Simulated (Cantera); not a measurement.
A closed system holds: 1 mol TiO₂, 54 mol H₂, equilibrated at 1000 Pa.

Method: chemical equilibrium by Gibbs-energy minimisation in Cantera with the NASA 1993 tables (ideal gas, pure condensed phases). Candidate condensed phases: H₂O, Ti, TiO, TiO₂, Ti₂O₃, Ti₃O₅, Ti₄O₇; 12 gas species. Equilibrium is a limit: real reactors are often held back by kinetics, nucleation or transport.

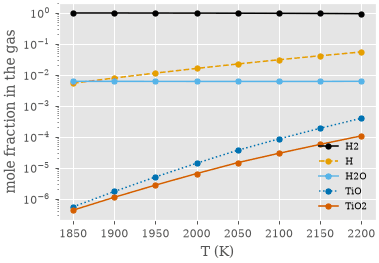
Equilibrium gas composition (values under 1e-9 drawn at 1e-9)

From 1850 K to 2050 K the condensed part is Ti₃O₅(s). From 2100 K to 2200 K the condensed part is Ti₃O₅(l). The main Ti-bearing gas is TiO throughout.
